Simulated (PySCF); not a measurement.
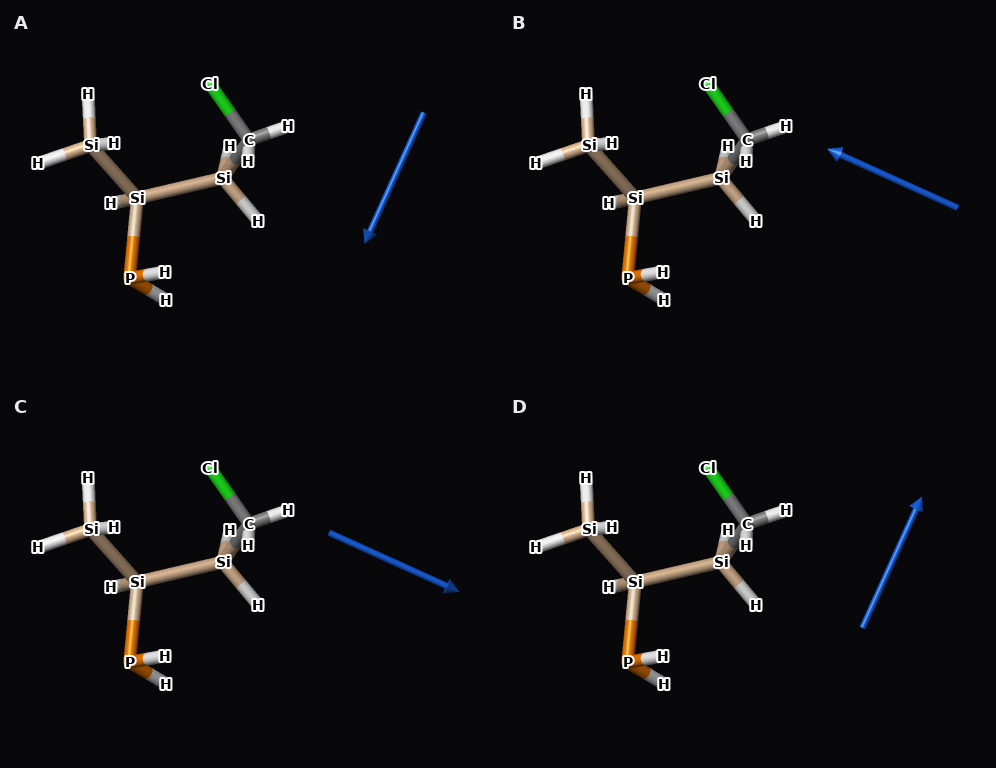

The same molecule four times, each with an arrow. The computed structure is the end point of a GFN2-xTB optimisation. No frequency run is at hand to confirm it as a minimum. Properties computed with PBE0/pcSseg-1, gas phase (PySCF 2.14.0).

Question: Which arrow points along the dipole moment, from the negative to the positive end?

Answer: C. The dipole moment is 1.98 D.

The geometry is semi-empirical. Around P, Si such bond lengths and angles can be off by a tenth of an ångström or more and by several degrees, and values that hang on the shape move with them.
